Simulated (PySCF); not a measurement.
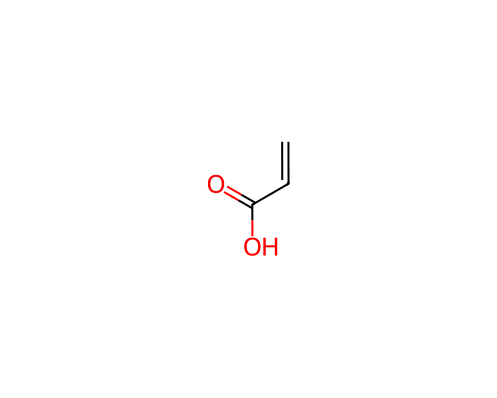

2D structure.

Question: Write the SMILES.

Answer: C=CC(=O)O

Question: Give the formula, hydrogens included.

Answer: C3H4O2.

Question: An optimisation with GFN2-xTB gave a structure of which point group?

Answer: Cs. Other conformers may differ.

The parts below concern this one geometry. Atoms keep their numbers from picture to picture. The geometry was computed by an optimisation with GFN2-xTB. No frequency run is at hand to confirm it as a minimum.

**Geometry**

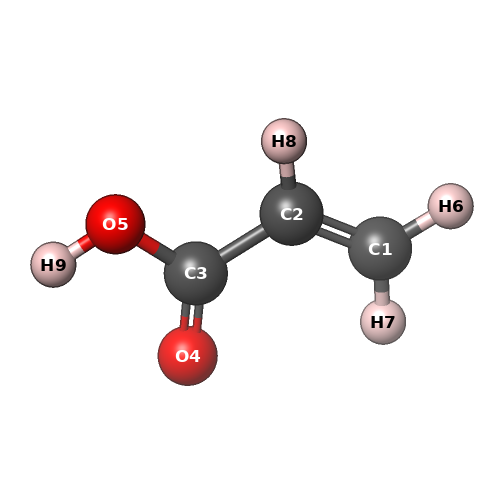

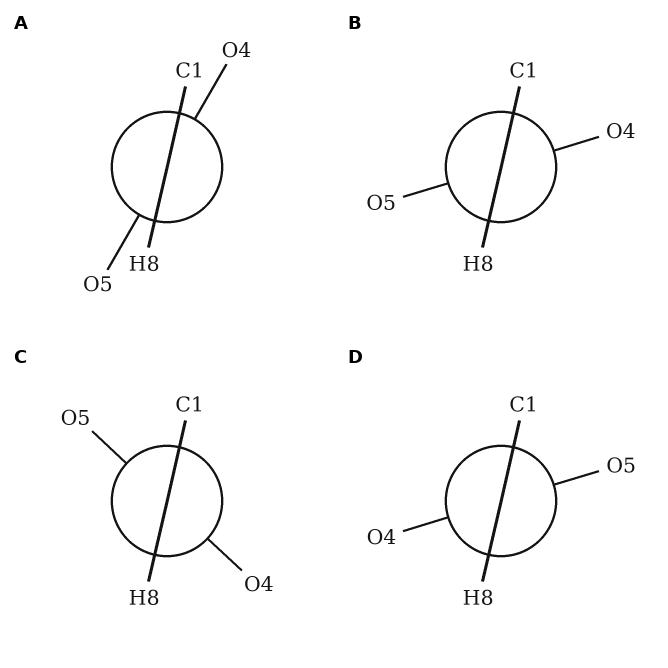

Atoms fade into the background with distance from the viewer. Bonds that would overlap in a projection are set slightly apart. No frequency run is at hand to confirm it as a minimum.

Question: Which Newman projection shows the view along C2–C3, with C2 in front?

Answer: A. The torsion angle C1–C2–C3–O5 is 180°, antiperiplanar (anti).

**Dipole moment**

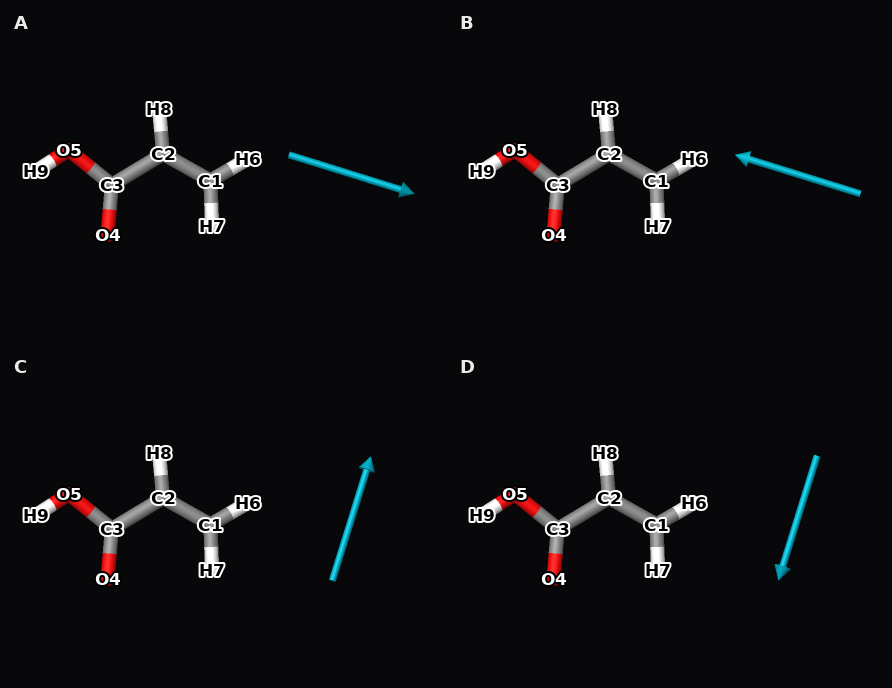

The same molecule four times, each with an arrow. No frequency run is at hand to confirm it as a minimum. Properties computed with B3LYP/def2-SVPD, gas phase (PySCF 2.14.0).

Question: Which arrow points along the dipole moment, from the negative to the positive end?

Answer: C. The dipole moment is 1.67 D; it points from the side of O4 to the side of H8 (the outermost atoms at the two ends).

**Polarisability**

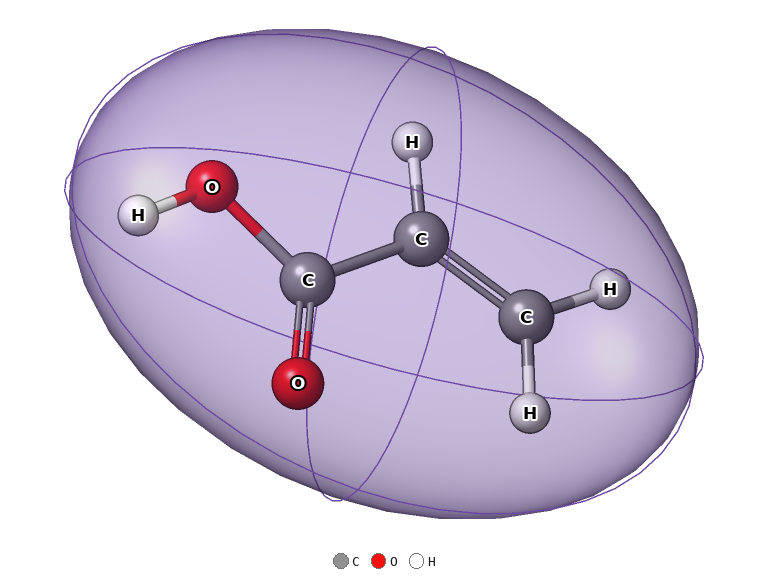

The ellipsoid shows the static dipole polarisability: its half-axes are proportional to the principal values. No frequency run is at hand to confirm it as a minimum. Level of theory: B3LYP/def2-SVPD (PySCF 2.14.0).

Question: How large and how anisotropic is the polarisability?

Answer: Principal values 29.9, 44.8, 61.6 bohr³; mean 45.4 bohr³ (6.73 Å³); anisotropy 27.5 bohr³, so the longest axis is 2.06 times the shortest.

**Excitation**

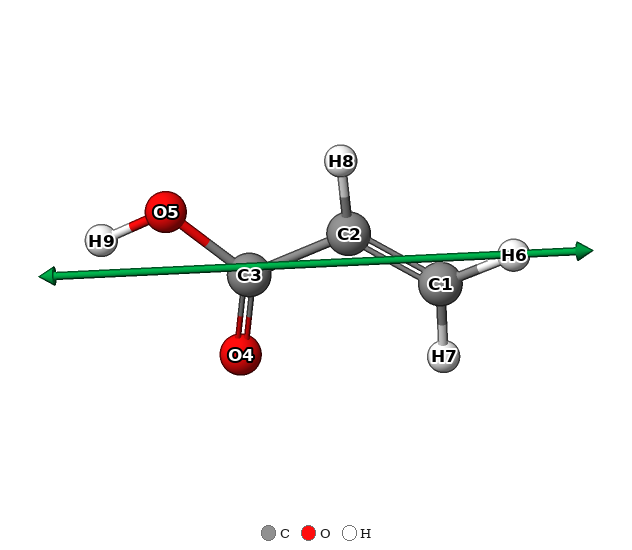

The double arrow shows the direction of the transition dipole to excited singlet state 2 (its length means nothing). No frequency run is at hand to confirm it as a minimum. Method: TDDFT B3LYP/def2-SVPD, vertical, gas phase, core orbitals frozen in the response (PySCF 2.14.0).

Question: How is the transition polarised?

Answer: In the molecular plane, at 20° to the long direction C1···O5.

Question: Give its energy, strength and character.

Answer: 6.27 eV (198 nm), oscillator strength 0.23, mainly HOMO−1 → LUMO (weight 0.89); transition dipole 3.08 D.
